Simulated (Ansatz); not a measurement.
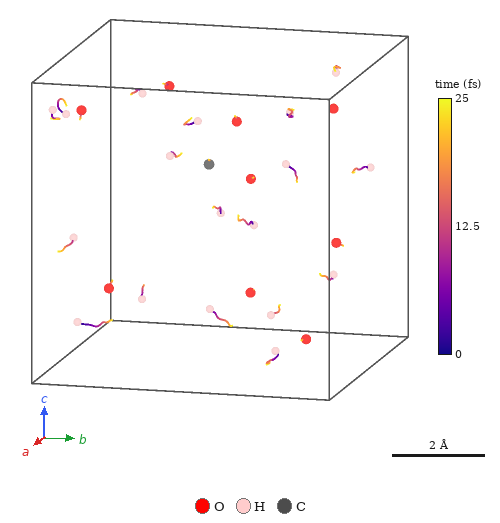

First-principles dynamics of a periodic cell with 8 H2O + 1 H2CO at 0.961 g/cm³, 25 fs long. It starts from the last geometry of an earlier run, with fresh velocities. Lines trace each atom's path, coloured by time; spheres stand at the starting positions. Seen slightly off an axis in the simulation cell.

Level of theory: DFT r2SCAN, scalar-relativistic, plane waves, PAW (Ansatz 0.2.0). Settings: plane-wave cutoff 500 eV; k-point mesh 1 × 1 × 1; Fermi-Dirac smearing 0.05 eV; constant energy (NVE); velocities drawn for 400 K; time step 0.5 fs.

Input file:
```yaml
crystal:
  lattice:
    - [6.701759, 0.0, 0.0]
    - [0.0, 6.701759, 0.0]
    - [0.0, 0.0, 6.701759]
  atoms:
    - { symbol: O, position: [0.47510077, 0.02766362, 0.8000994] }
    - { symbol: H, position: [0.44699957, -0.00799795, 0.65767758] }
    - { symbol: H, position: [0.62113814, 0.0144574, 0.81709299] }
    - { symbol: O, position: [0.51457679, 0.8947765, 0.4157804] }
    - { symbol: H, position: [0.56905272, 1.02626384, 0.39606761] }
    - { symbol: H, position: [0.44680759, 0.86752996, 0.29386553] }
    - { symbol: O, position: [0.07371632, 0.48985105, 0.13491832] }
    - { symbol: H, position: [0.17286795, 0.58480166, 0.08597307] }
    - { symbol: H, position: [0.11291606, 0.36344436, 0.08145983] }
    - { symbol: O, position: [0.35335984, 0.75082767, 1.05312925] }
    - { symbol: H, position: [0.36308495, 0.85363914, 0.94745841] }
    - { symbol: H, position: [0.48783154, 0.68328444, 1.03891222] }
    - { symbol: O, position: [0.12166406, 0.22961261, 0.81744453] }
    - { symbol: H, position: [0.26409692, 0.17699673, 0.82016821] }
    - { symbol: H, position: [0.12091071, 0.32505595, 0.70609347] }
    - { symbol: O, position: [0.83004302, 0.96905631, 0.93228609] }
    - { symbol: H, position: [0.94552815, 1.05554475, 0.90158341] }
    - { symbol: H, position: [0.83973922, 0.82493547, 0.9132942] }
    - { symbol: O, position: [0.77427039, 0.19895802, 0.28023572] }
    - { symbol: H, position: [0.83889736, 0.32757576, 0.26490863] }
    - { symbol: H, position: [0.8216736, 0.10577974, 0.17281699] }
    - { symbol: O, position: [0.11250359, 0.50141134, 0.52212147] }
    - { symbol: H, position: [0.1461721, 0.62802178, 0.58510788] }
    - { symbol: H, position: [0.10844758, 0.51070414, 0.36770101] }
    - { symbol: O, position: [0.70408478, 0.61037532, 0.84287915] }
    - { symbol: C, position: [0.68858203, 0.51304227, 0.69205513] }
    - { symbol: H, position: [0.73021354, 0.56349007, 0.54125473] }
    - { symbol: H, position: [0.62204043, 0.36377154, 0.6976101] }
basis:
  ecutwfc: 500.0
kpoints:
  mp_grid: { grid: [1, 1, 1] }
hamiltonian:
  xc: r2scan
scf:
  occupations: { method: fermi_dirac, width: 0.05 }
  lower_state_search: "off"
md:
  timestep: 0.5
  n_steps: 50
  ensemble: nve
  temperature: 400.0
  initial_velocities: maxwell_boltzmann
  seed: 947843
```

Command:
```bash
ansatz run input.yaml --threads 1 --pin off --max-ram 3072MiB --backend cpu --events-out ev --progress --plain --runs-dir out
```

### Describe the motion.

Root-mean-square distances from the starting positions over the second half, with the common drift of all atoms taken out: H 0.38 Å, O 0.15 Å, C 0.12 Å. The heavy atoms stay within a fraction of a molecule's size of their starting places; so short a run doesn't tell a liquid from a solid.

Limits of the set-up: the periodic images lie only 6.7 Å apart, so the values are limited by the cell's size.

Cost: 16 min on 1 thread of Arm Neoverse V1, with other jobs on the host, peak memory 0.87 GiB.
